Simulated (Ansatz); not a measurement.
**TiH₂ (singlet): the correlation ladder at angle H2–Ti1–H3 = 122.7°, def2-SVP**

How much of the correlation energy of TiH₂ (singlet) does each wave-function method recover here?

The runs use Ansatz 0.2.0, Gaussian basis; def2-SVP, core rule «outside noble gas», up to 9 orbitals frozen.

The runs, in order: UHF; CCSD(T) on RHF; CCSD(T) on UHF; CISD; CCSDT(Q) on RHF; CCSDT(Q) on UHF; CASSCF and MRCISD+Q, 2 electrons in 2 orbitals; CASSCF and NEVPT2, 2 electrons in 2 orbitals; Full CI.

23 further runs of the same task are left out: 10 for a known fault of the program, 10 that didn't finish, 3 set aside as unsound or not needed.

**1. The geometry**

The geometry derives from a PBE0/def2-TZVP stationary point (not a proven minimum). One angle is set to the value named; bond lengths are kept.

3 atoms, charge 0, spin multiplicity 1.

Atoms are counted from 1 here; the program's logs count them from 0.

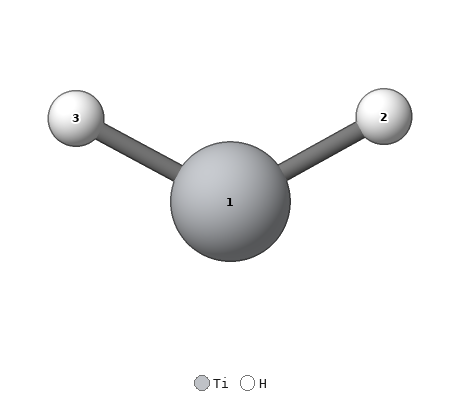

The structure; titanium light grey, hydrogen white; atoms are numbered from 1 in the order of the file.

In the tables R marks a restricted determinant and U an unrestricted one; 'pair' is the active space of 2 electrons in 2 orbitals; energies count from the table's Hartree-Fock row.

**2. UHF**

in.yaml reads:

```yaml
crystal:
  periodic: [false, false, false]
  atoms:
    - {symbol: Ti, position_ang: [-0.035795, 0.000000, 0.000000]}
    - {symbol: H, position_ang: [0.849955, 0.000000, -1.621213]}
    - {symbol: H, position_ang: [0.849955, 0.000000, 1.621213]}
basis:
  gaussian: {orbitals: def2-SVP}
magnetization: {spin_polarized: true, initial_magnetization: 0}
hamiltonian: {xc: hf}
output: {orbitals: {seedname: orbitals}}
```

The run is started by

```
ansatz run in.yaml --threads 1 --pin off --events-out ev --progress --plain --max-ram 2393MiB
```

Output, shortened:

```text
Functional definition: HF
  name "HF"
  cite "Fock, Z. Phys. 61, 126 (1930) doi:10.1007/BF01340294"
  parent pbe
[...]
460 factors; integrals over basis functions are off by at most 5.4e-4 eV
[...]
mean field -23113.00691003 eV, -849.3873373850 hartree, gradient 5.5e-6 eV, S^2 0.996599; 8 other end points of the search recorded, 0 dependent functions left out
reference -23113.00691003 eV, -849.3873373850 hartree; 12, 12 occupied and 29, 29 virtual orbitals, 460 factors
Total energy: -23113.00691003 eV, -849.3873373850 hartree
```

It took 2.9 s on 1 thread of Arm Neoverse V2, shared host.

From the report: ⟨S²⟩ of the determinant 0.997 (pure singlet: 0.00). The determinant is far from a pure spin state, so its energy mixes those of several spin states (harmless only where they are near-degenerate, as at dissociation).

The unrestricted solution breaks the spin symmetry, so the restricted determinant is unstable here.

**3. CCSD(T) on RHF**

Changes to in.yaml since step 2:

```diff
@@ -8,4 +8,3 @@
   gaussian: {orbitals: def2-SVP}
-magnetization: {spin_polarized: true, initial_magnetization: 0}
-hamiltonian: {xc: hf}
-output: {orbitals: {seedname: orbitals}}
+magnetization: {spin_polarized: false}
+correlation: {method: ccsd_t, electrons: outside_noble_gas}
```

The command is unchanged.

Output, shortened:

```text
Functional definition: HF
  name "HF"
  cite "Fock, Z. Phys. 61, 126 (1930) doi:10.1007/BF01340294"
  parent pbe
[...]
460 factors; integrals over basis functions are off by at most 5.4e-4 eV
[...]
mean field -23111.81811374 eV, -849.3436499269 hartree, gradient 2.9e-6 eV, S^2 0.000000; 20 other end points of the search recorded, 0 dependent functions left out; unrestricted orbitals would lower it
[...]
determinant -23111.81811374 eV, -849.3436499269 hartree, with singles and doubles -23114.45599102 eV, -849.4405901288 hartree
determinant -23111.79921137 eV, -849.3429552777 hartree, with singles and doubles -23114.39468254 eV, -849.4383370839 hartree
determinant -23111.17533458 eV, -849.3200282287 hartree, with singles and doubles -23114.14316285 eV, -849.4290939057 hartree
[...]
determinant -23111.81811374 eV, -849.3436499269 hartree, with singles and doubles -23114.55488598 eV, -849.4442244517 hartree
determinant -23111.79921137 eV, -849.3429552777 hartree, with singles and doubles -23114.52559157 eV, -849.4431479021 hartree
determinant -23111.17533458 eV, -849.3200282287 hartree, with singles and doubles -23114.17981222 eV, -849.4304407453 hartree
[...]
unrestricted determinant -23113.00691002 eV, -849.3873373843 hartree, S^2 0.9966
9 core orbitals not correlated: weight in the atoms' cores, before any rotation towards them, 0.999 or more for the frozen orbitals, at most 0.000 for the correlated occupied ones
reference -23111.81811374 eV, -849.3436499269 hartree; 3, 3 occupied and 29, 29 virtual orbitals, 460 factors
second order -1.77124171 eV of doubles, -0.00000000 eV of singles
cycle   1  -2.73677158 eV  change    6.6e-7 eV  update   6.0e-6
[...]
cycle  14  -2.73673373 eV  change   -3.4e-8 eV  update   1.9e-6
perturbative correction -0.14320985 eV, -0.0052628648 hartree
Total energy: -23114.69805732 eV, -849.4494859013 hartree
```

Wall time 6 s (1 thread of Arm Neoverse V2, shared host).

From the report: correlation -2.8799 eV; T1 0.038; largest double amplitude 0.25.

**4. CCSD(T) on UHF**

Changes to in.yaml since step 3:

```diff
@@ -8,3 +8,3 @@
   gaussian: {orbitals: def2-SVP}
-magnetization: {spin_polarized: false}
+magnetization: {spin_polarized: true, initial_magnetization: 0}
 correlation: {method: ccsd_t, electrons: outside_noble_gas}
```

The command is unchanged.

Output, shortened:

```text
Functional definition: HF
  name "HF"
  cite "Fock, Z. Phys. 61, 126 (1930) doi:10.1007/BF01340294"
  parent pbe
[...]
460 factors; integrals over basis functions are off by at most 5.4e-4 eV
[...]
mean field -23113.00691003 eV, -849.3873373850 hartree, gradient 8.3e-7 eV, S^2 0.996599; 33 other end points of the search recorded, 0 dependent functions left out
determinant -23113.00691003 eV, -849.3873373850 hartree, with singles and doubles -23115.40776213 eV, -849.4755670722 hartree
determinant -23112.99939686 eV, -849.3870612808 hartree, with singles and doubles -23115.38750469 eV, -849.4748226250 hartree
determinant -23112.91059916 eV, -849.3837980258 hartree, with singles and doubles -23115.21591408 eV, -849.4685167865 hartree
determinant -23112.90512532 eV, -849.3835968656 hartree, with singles and doubles -23115.36062083 eV, -849.4738346612 hartree
[...]
determinant -23111.79921137 eV, -849.3429552775 hartree, with singles and doubles -23114.39100307 eV, -849.4382018660 hartree
determinant -23111.17533458 eV, -849.3200282286 hartree, with singles and doubles -23114.13932488 eV, -849.4289528629 hartree
9 core orbitals not correlated: weight in the atoms' cores, before any rotation towards them, 0.999 or more for the frozen orbitals, at most 0.000 for the correlated occupied ones
reference -23113.00691003 eV, -849.3873373850 hartree; 3, 3 occupied and 29, 29 virtual orbitals, 460 factors
second order -1.64838543 eV of doubles, -0.00000000 eV of singles
cycle   1  -2.58600576 eV  change    1.2e-7 eV  update   5.7e-6
[...]
cycle   7  -2.58601393 eV  change   -9.1e-7 eV  update   1.6e-6
perturbative correction -0.11591673 eV, -0.0042598611 hartree
WARN: the results are in doubt because among natural orbitals full CI differs from the method by +1.237 eV
Total energy: -23115.70884069 eV, -849.4866315052 hartree
In doubt: among natural orbitals full CI differs from the method by +1.237 eV
```

It took 17 s on 1 thread of Arm Neoverse V2, shared host.

From the report: ⟨S²⟩ of the determinant 0.997 (pure singlet: 0.00); correlation -2.7019 eV; T1 0.050; largest double amplitude 0.17. The determinant is far from a pure spin state, so its energy mixes those of several spin states (harmless only where they are near-degenerate, as at dissociation). Mind the lines of doubt at the end of the log.

**5. CISD**

Changes to in.yaml since step 4:

```diff
@@ -8,3 +8,2 @@
   gaussian: {orbitals: def2-SVP}
-magnetization: {spin_polarized: true, initial_magnetization: 0}
-correlation: {method: ccsd_t, electrons: outside_noble_gas}
+correlation: {active_space: {ras: {orbitals: [3, 0, 29], electrons: 6, max_holes: 2, max_particles: 2}, fixed_orbitals: true}}
```

Launched as before.

Output, shortened:

```text
Functional definition: HF
  name "HF"
  cite "Fock, Z. Phys. 61, 126 (1930) doi:10.1007/BF01340294"
  parent pbe
[...]
460 factors; integrals over basis functions are off by at most 5.4e-4 eV
[...]
mean field -23111.81811374 eV, -849.3436499269 hartree, gradient 2.9e-6 eV, S^2 0.000000; 19 other end points of the search recorded, 0 dependent functions left out
reference -23111.81811374 eV, -849.3436499269 hartree; 12, 12 occupied and 29, 29 virtual orbitals, 460 factors
state -23114.29714808 eV, -849.4347527584 hartree
Total energy: -23114.29714808 eV, -849.4347527584 hartree
```

Wall time 1.6 s (1 thread of Arm Neoverse V2, shared host).

From the report: 2,798 determinants.

**6. CCSDT(Q) on RHF**

Changes to in.yaml since step 5:

```diff
@@ -8,2 +8,3 @@
   gaussian: {orbitals: def2-SVP}
-correlation: {active_space: {ras: {orbitals: [3, 0, 29], electrons: 6, max_holes: 2, max_particles: 2}, fixed_orbitals: true}}
+magnetization: {spin_polarized: false}
+correlation: {method: ccsdt_q, electrons: outside_noble_gas}
```

Same command.

Output, shortened:

```text
Functional definition: HF
  name "HF"
  cite "Fock, Z. Phys. 61, 126 (1930) doi:10.1007/BF01340294"
  parent pbe
[...]
787 factors; integrals over basis functions are off by at most 1.7e-7 eV
[...]
mean field -23111.81812795 eV, -849.3436504490 hartree, gradient 3.0e-6 eV, S^2 0.000000; 19 other end points of the search recorded, 0 dependent functions left out; unrestricted orbitals would lower it
[...]
determinant -23111.81812795 eV, -849.3436504490 hartree, with singles and doubles -23114.45602113 eV, -849.4405912354 hartree
determinant -23111.79922806 eV, -849.3429558909 hartree, with singles and doubles -23114.39471250 eV, -849.4383381851 hartree
determinant -23111.17535405 eV, -849.3200289442 hartree, with singles and doubles -23114.14320962 eV, -849.4290956246 hartree
determinant -23111.14184299 eV, -849.3187974351 hartree, with singles and doubles -23113.87246755 eV, -849.4191460368 hartree
[...]
determinant -23111.79922806 eV, -849.3429558909 hartree, with singles and doubles -23114.52562479 eV, -849.4431491229 hartree
determinant -23111.17535405 eV, -849.3200289442 hartree, with singles and doubles -23114.17983136 eV, -849.4304414488 hartree
[...]
unrestricted determinant -23113.00692833 eV, -849.3873380573 hartree, S^2 0.9966
9 core orbitals not correlated: weight in the atoms' cores, before any rotation towards them, 0.999 or more for the frozen orbitals, at most 0.000 for the correlated occupied ones
reference -23111.81812795 eV, -849.3436504490 hartree; 3, 3 occupied and 29, 29 virtual orbitals, 787 factors
second order -1.77126962 eV of doubles, -0.00000000 eV of singles
cycle   1  -2.17116196 eV  change   -4.0e-1 eV  update   6.8e-2
[...]
cycle  85  -2.82636522 eV  change    2.1e-7 eV  update   2.6e-7
perturbative correction -0.04436316 eV, -0.0016303162 hartree
WARN: the results are in doubt because among natural orbitals the method converges to other amplitudes
Total energy: -23114.68885633 eV, -849.4491477712 hartree
In doubt: among natural orbitals the method converges to other amplitudes
```

Run time: 14 s. Hardware: 1 thread of Arm Neoverse V2, shared host.

From the report: correlation -2.8707 eV; T1 0.357; largest double amplitude 0.41. Mind the lines of doubt at the end of the log.

**7. CCSDT(Q) on UHF**

Changes to in.yaml since step 6:

```diff
@@ -8,3 +8,3 @@
   gaussian: {orbitals: def2-SVP}
-magnetization: {spin_polarized: false}
+magnetization: {spin_polarized: true, initial_magnetization: 0}
 correlation: {method: ccsdt_q, electrons: outside_noble_gas}
```

The command is unchanged.

Output, shortened:

```text
Functional definition: HF
  name "HF"
  cite "Fock, Z. Phys. 61, 126 (1930) doi:10.1007/BF01340294"
  parent pbe
[...]
787 factors; integrals over basis functions are off by at most 1.7e-7 eV
[...]
mean field -23113.00692854 eV, -849.3873380651 hartree, gradient 4.1e-9 eV, S^2 0.996599; 33 other end points of the search recorded, 0 dependent functions left out
determinant -23113.00692854 eV, -849.3873380651 hartree, with singles and doubles -23115.40780230 eV, -849.4755685483 hartree
determinant -23112.99941414 eV, -849.3870619158 hartree, with singles and doubles -23115.38754262 eV, -849.4748240190 hartree
determinant -23112.91061640 eV, -849.3837986592 hartree, with singles and doubles -23115.21594194 eV, -849.4685178103 hartree
determinant -23112.90514260 eV, -849.3835975008 hartree, with singles and doubles -23115.36066214 eV, -849.4738361793 hartree
[...]
determinant -23111.79922805 eV, -849.3429558906 hartree, with singles and doubles -23114.39103256 eV, -849.4382029495 hartree
determinant -23111.17535405 eV, -849.3200289439 hartree, with singles and doubles -23114.13937244 eV, -849.4289546108 hartree
9 core orbitals not correlated: weight in the atoms' cores, before any rotation towards them, 0.999 or more for the frozen orbitals, at most 0.000 for the correlated occupied ones
reference -23113.00692854 eV, -849.3873380651 hartree; 3, 3 occupied and 29, 29 virtual orbitals, 787 factors
second order -1.64841344 eV of doubles, -0.00000000 eV of singles
cycle   1  -2.02590314 eV  change   -3.8e-1 eV  update   6.5e-2
[...]
cycle   4  -2.77964407 eV  change   -1.5e-7 eV  update   1.9e-7
perturbative correction -0.00922304 eV, -0.0003389406 hartree
WARN: the results are in doubt because among natural orbitals full CI differs from the method by +1.270 eV
Total energy: -23115.79579566 eV, -849.4898270412 hartree
In doubt: among natural orbitals full CI differs from the method by +1.270 eV
```

It took 45 s on 1 thread of Arm Neoverse V2, shared host.

From the report: ⟨S²⟩ of the determinant 0.997 (pure singlet: 0.00); correlation -2.7889 eV; T1 0.053; largest double amplitude 0.24. The determinant is far from a pure spin state, so its energy mixes those of several spin states (harmless only where they are near-degenerate, as at dissociation). Mind the lines of doubt at the end of the log.

**8. CASSCF and MRCISD+Q, 2 electrons in 2 orbitals**

Changes to in.yaml since step 7:

```diff
@@ -8,3 +8,2 @@
   gaussian: {orbitals: def2-SVP}
-magnetization: {spin_polarized: true, initial_magnetization: 0}
-correlation: {method: ccsdt_q, electrons: outside_noble_gas}
+correlation: {method: fic_mrcisd_q, electrons: outside_noble_gas, active_space: {window: {electrons: 2, orbitals: 2}}}
```

The command is unchanged.

Output, shortened:

```text
Functional definition: HF
  name "HF"
  cite "Fock, Z. Phys. 61, 126 (1930) doi:10.1007/BF01340294"
  parent pbe
[...]
460 factors; integrals over basis functions are off by at most 5.4e-4 eV
[...]
mean field -23111.81811374 eV, -849.3436499269 hartree, gradient 2.9e-6 eV, S^2 0.000000; 19 other end points of the search recorded, 0 dependent functions left out; unrestricted orbitals would lower it
reference -23111.81811374 eV, -849.3436499269 hartree; 12, 12 occupied and 29, 29 virtual orbitals, 460 factors
state -23112.33869767 eV, -849.3627810336 hartree
contracted CI cycle   1: correlation 0.00000000 eV, 0.0000000000 hartree, residual 1.08e1 eV
contracted CI cycle   2: correlation -2.06942217 eV, -0.0760498622 hartree, residual 2.06e0 eV
contracted CI cycle   3: correlation -2.18895035 eV, -0.0804424416 hartree, residual 1.03e0 eV
[...]
contracted CI cycle  18: correlation -2.16168137 eV, -0.0794403251 hartree, residual 5.11e-3 eV
contracted CI cycle  19: correlation -2.16168238 eV, -0.0794403621 hartree, residual 3.54e-3 eV
contracted CI cycle  20: correlation -2.16168284 eV, -0.0794403790 hartree, residual 2.38e-3 eV
contracted CI cycle  21: correlation -2.16168307 eV, -0.0794403874 hartree, residual 1.70e-3 eV
contracted CI cycle  22: correlation -2.16168318 eV, -0.0794403918 hartree, residual 1.18e-3 eV
contracted CI cycle  23: correlation -2.16168324 eV, -0.0794403940 hartree, residual 8.73e-4 eV
contracted CI cycle  24: correlation -2.16168327 eV, -0.0794403950 hartree, residual 5.65e-4 eV
state -23112.20611879 eV, -849.3579088497 hartree; corrected -23114.67941752 eV, -849.4488009016 hartree
state -23112.33869767 eV, -849.3627810336 hartree; corrected -23114.82324511 eV, -849.4540864677 hartree
the orbitals are reached from a further start. From the first start the search ends at -23112.20610406 eV, -849.3579083083 hartree
Total energy: -23114.82324511 eV, -849.4540864677 hartree
```

Wall time 5.5 s (1 thread of Arm Neoverse V2, shared host).

From the report: 2 determinants; active occupations 1.33, 0.67.

**9. CASSCF and NEVPT2, 2 electrons in 2 orbitals**

Changes to in.yaml since step 8:

```diff
@@ -8,2 +8,2 @@
   gaussian: {orbitals: def2-SVP}
-correlation: {method: fic_mrcisd_q, electrons: outside_noble_gas, active_space: {window: {electrons: 2, orbitals: 2}}}
+correlation: {method: sc_nevpt2, electrons: outside_noble_gas, active_space: {window: {electrons: 2, orbitals: 2}}}
```

Same command.

Output, shortened:

```text
Functional definition: HF
  name "HF"
  cite "Fock, Z. Phys. 61, 126 (1930) doi:10.1007/BF01340294"
  parent pbe
[...]
460 factors; integrals over basis functions are off by at most 5.4e-4 eV
[...]
mean field -23111.81811374 eV, -849.3436499269 hartree, gradient 2.9e-6 eV, S^2 0.000000; 19 other end points of the search recorded, 0 dependent functions left out; unrestricted orbitals would lower it
reference -23111.81811374 eV, -849.3436499269 hartree; 12, 12 occupied and 29, 29 virtual orbitals, 460 factors
state -23112.33869767 eV, -849.3627810336 hartree
state -23112.33869767 eV, -849.3627810336 hartree; corrected -23113.99949357 eV, -849.4238141572 hartree
state -23112.20611879 eV, -849.3579088497 hartree
state -23112.20611879 eV, -849.3579088497 hartree; corrected -23113.63494468 eV, -849.4104172327 hartree
state -23112.33869767 eV, -849.3627810336 hartree; corrected -23113.99949357 eV, -849.4238141572 hartree
the orbitals are reached from a further start. From the first start the search ends at -23112.20610406 eV, -849.3579083083 hartree
Total energy: -23113.99949357 eV, -849.4238141572 hartree
```

It took 4.9 s on 1 thread of Arm Neoverse V2, shared host.

From the report: 2 determinants; active occupations 1.33, 0.67.

**10. Full CI**

Changes to in.yaml since step 9:

```diff
@@ -8,2 +8,2 @@
   gaussian: {orbitals: def2-SVP}
-correlation: {method: sc_nevpt2, electrons: outside_noble_gas, active_space: {window: {electrons: 2, orbitals: 2}}}
+correlation: {method: fci, electrons: outside_noble_gas}
```

Same command.

Output, shortened:

```text
Functional definition: HF
  name "HF"
  cite "Fock, Z. Phys. 61, 126 (1930) doi:10.1007/BF01340294"
  parent pbe
[...]
787 factors; integrals over basis functions are off by at most 1.7e-7 eV
[...]
mean field -23111.81812795 eV, -849.3436504490 hartree, gradient 3.0e-6 eV, S^2 0.000000; 19 other end points of the search recorded, 0 dependent functions left out; unrestricted orbitals would lower it
[...]
determinant -23111.81812795 eV, -849.3436504490 hartree, with singles and doubles -23114.47286238 eV, -849.4412101402 hartree
determinant -23111.14184299 eV, -849.3187974351 hartree, with singles and doubles -23113.87246755 eV, -849.4191460368 hartree
determinant -23110.31040351 eV, -849.2882425979 hartree, with singles and doubles -23113.09552586 eV, -849.3905939565 hartree
unrestricted determinant -23113.00692745 eV, -849.3873380250 hartree, S^2 0.9966
9 core orbitals not correlated: weight in the atoms' cores, before any rotation towards them, 0.999 or more for the frozen orbitals, at most 0.000 for the correlated occupied ones
reference -23111.81812795 eV, -849.3436504490 hartree; 3, 3 occupied and 29, 29 virtual orbitals, 787 factors
state -23114.90329951 eV, -849.4570284130 hartree
Total energy: -23114.90329951 eV, -849.4570284130 hartree
```

It took 85 s on 1 thread of Arm Neoverse V2, shared host; peak memory 0.62 GiB.

From the report: 6,153,966 determinants, symmetry A1.

**11. How many determinants matter**

Natural occupations of the FCI state about the gap (report; correlated orbitals 1 to 10): 1.948, 1.926, 0.902, 0.605, 0.343, 0.100, 0.053, 0.046, 0.012, 0.012. The count of effectively unpaired electrons, Σ n²(2 − n)², is 2.10; a single determinant of this spin has 0.

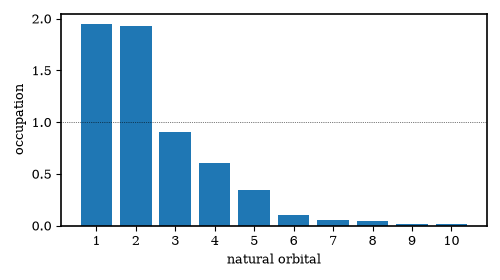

Natural occupations of the FCI state.

**12. All levels against the top one**

The yardstick is full CI for this spin, exact in this basis with these frozen cores. Rows without a time come out of other runs: HF, MP2 and CCSD of CCSD(T), CCSDT of CCSDT(Q), CASSCF and MRCISD of the multireference runs.

```tsv
method	energy from the lowest RHF (kJ/mol)	from FCI (kJ/mol)	time
RHF	0.0	+297.7	
RMP2	-170.9	+126.8	
CISD	-239.2	+58.5	1.6 s
RCCSD	-264.1	+33.6	
RCCSD(T)	-277.9	+19.8	6 s
RCCSDT	-272.7	+25.0	
RCCSDT(Q)	-277.0	+20.7	14 s
FCI	-297.7	0	85 s
```

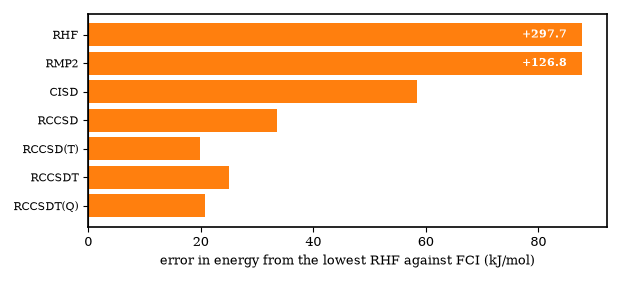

Error of each method against FCI. Bars with a number in them are cut short.

Left out of the table: CASSCF pair, NEVPT2 pair, MRCISD pair, MRCISD+Q pair (the active space lost an orbital or holds another state than full CI finds).

Left out of the table: UHF, UMP2, UCCSD, UCCSD(T), UCCSDT, UCCSDT(Q) (another determinant or state than the rows shown).

The program flags RCCSDT(Q) as in doubt (see the logs), so those rows may rest on another solution; read them beside their warnings.

**13. What came out**

```
                         quantity          value
         FCI below the RHF energy     -3.0852 eV
                    RMP2 from FCI  +126.8 kJ/mol
                   RCCSD from FCI   +33.6 kJ/mol
                RCCSD(T) from FCI   +19.8 kJ/mol
               RCCSDT(Q) from FCI   +20.7 kJ/mol
levels within 1 kcal/mol (43 meV)           none
                    T1 diagnostic          0.038
   effectively unpaired electrons           2.10
```

**Reading.** RCCSD(T) misses by +19.8 kJ/mol, 6.7 % of the correlation energy. With 2.1 effectively unpaired electrons against 0 the state is strongly multireference. These misses are within one basis, not against nature.
